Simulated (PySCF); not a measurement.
Input

```
mol = gto.M(atom='''
Os    -0.07025    -0.12217    -0.02903
O      0.27223    -0.75406     1.52764
O     -0.00041    -0.00196    -1.91137
H      0.28210    -0.74001    -2.50145
O      1.77543     0.36885    -0.15829
H      2.27452     0.32585     0.69229
O     -0.29839     1.79204     0.14703
H      0.52694     2.30888    -0.00119
O     -1.91575     0.09105     0.16751
H     -2.28572     1.00872     0.19588
O     -0.23054    -1.97150    -0.57299
H     -0.24330    -2.62984     0.16250''',
    basis={'Os': 'def2-SVP', 'O': 'def2-SVP', 'H': 'def2-SVP'},
    ecp={'Os': 'def2-SVP'},
    charge=1, spin=0)
mf = dft.RKS(mol, xc='TPSS')
mf.grids.atom_grid = (75, 302)  # f atoms: at least (60, 302), unpruned
mf = mf.density_fit()  # Os def2-universal-JKFIT, O def2-universal-JKFIT, H def2-universal-JKFIT
mf.conv_tol = 1e-09; mf.max_cycle = 55
mf.kernel(dm0)
```

Run with:

```sh
OMP_NUM_THREADS=4 python run.py
```

Core potentials replace the inner electrons of Os.

Method: RKS TPSS, Os def2-SVP with ECP60, O def2-SVP, H def2-SVP; non-relativistic Hamiltonian with scalar-relativistic core potentials where named; density fitting (PySCF).

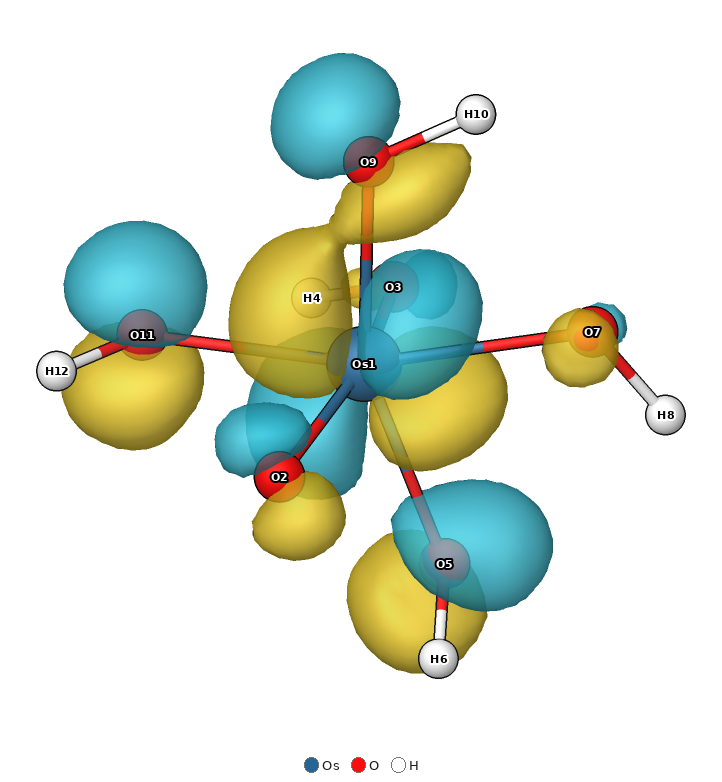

H₅O₆Os (charge +1). The LUMO at ±0.15 Å⁻³ᐟ² (yellow and cyan are the two phases), seen at a tilt.

Q: What is the character of this orbital?

A: Its weight (Hirshfeld) is mainly on Os1 (about 40 %), O5 (about 20 %), O11 (about 15 %) and O9 (about 10 %). Its energy is −11.26 eV.
